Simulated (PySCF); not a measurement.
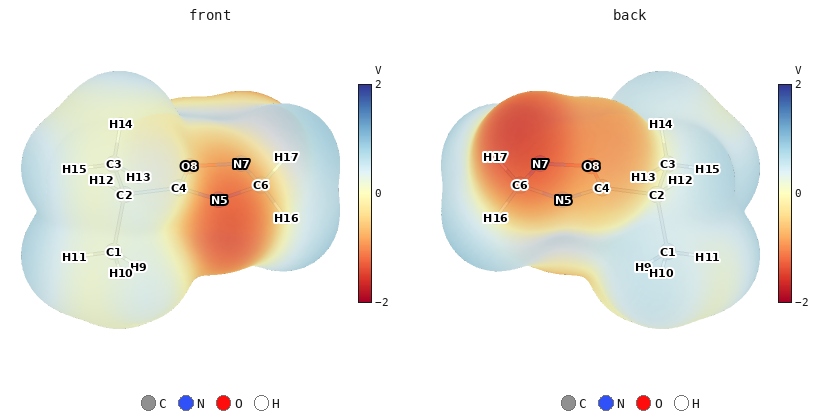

The picture shows: C5H9N2O (doublet). The electrostatic potential painted on the density surface at 0.001 e/bohr³, seen from the front and from behind; the colour scale runs from red (negative) to blue (positive).

Geometry: GFN2-xTB.

These are results of PySCF 2.14.0, density-fitted response routines, UKS B3LYP, pcH-1 on C H N O, non-relativistic, mean-field spin-orbit, GIAO, not measurements.

| atom | x (Å) | y (Å) | z (Å) |
| --- | --- | --- | --- |
| C | -1.3298 | 0.3023 | 1.3962 |
| C | -0.8653 | -0.5130 | 0.1885 |
| C | -1.6268 | -0.1046 | -1.0735 |
| C | 0.5913 | -0.2945 | -0.0229 |
| N | 1.1858 | 0.8030 | -0.2753 |
| C | 2.5736 | 0.4609 | -0.3863 |
| N | 2.6865 | -0.9466 | -0.1692 |
| O | 1.4217 | -1.3672 | 0.0530 |
| H | -1.1362 | 1.3574 | 1.2234 |
| H | -0.8020 | -0.0059 | 2.2956 |
| H | -2.3958 | 0.1577 | 1.5516 |
| H | -1.0134 | -1.5800 | 0.3822 |
| H | -1.4386 | 0.9428 | -1.2935 |
| H | -1.3094 | -0.7013 | -1.9253 |
| H | -2.6936 | -0.2506 | -0.9256 |
| H | 3.1761 | 1.0176 | 0.3484 |
| H | 2.9691 | 0.7341 | -1.3771 |

### Which sites attract a positive test charge, and which a negative one?

A positive charge is drawn to the negative regions and a negative charge to the positive ones. The most negative region (about −1.5 V) lies over N7, the most positive (about +0.7 V) over H16 and H17. N7 is the likeliest acceptor of a hydrogen bond.
